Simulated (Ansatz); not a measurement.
```yaml
atoms:
  - { symbol: Au, position_ang: [-1.4914, 2.1857, 0.9914] }
  - { symbol: N, position_ang: [0.2026, 2.4406, 0.0065] }
  - { symbol: S, position_ang: [0.2197, 2.7985, -1.5025] }
```

Geometry: r2SCAN-D4/def2-SVP; core potentials replace the inner electrons of Au.

Computed with isolated molecule in a Gaussian basis; Kohn-Sham density functional theory, functional PBE0 (Ansatz 0.2.0).

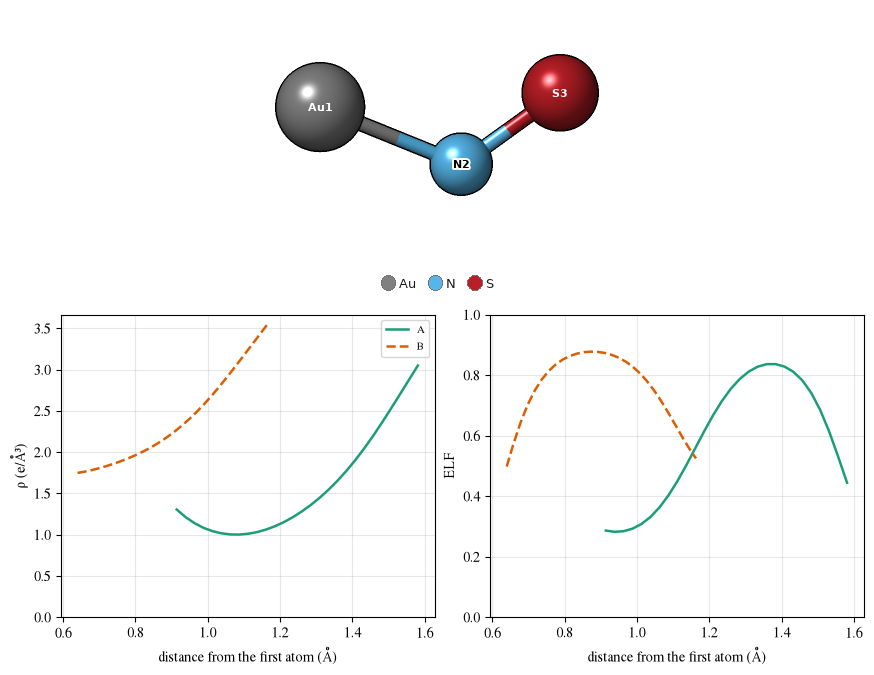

AuNS (SMILES S=[N][Au]). Electron density and electron localisation function along straight lines between neighbouring atoms. The curves leave out the atomic cores. The structure is drawn too.

> Which curve belongs to which contact (Au–N and S–N)? The first atom named is at distance zero.

Curve A: Au–N (1.98 Å): the density is about 1.1 e/Å³ at the midpoint; the ELF peaks at about 0.85 in the valence shell of N, 0.6 Å from its nucleus, and is about 0.30 at the midpoint. Curve B: S–N (1.55 Å): ρ at the midpoint is about 1.9 e/Å³; the ELF peaks at about 0.90 between the atoms; localised, covalent bonding.
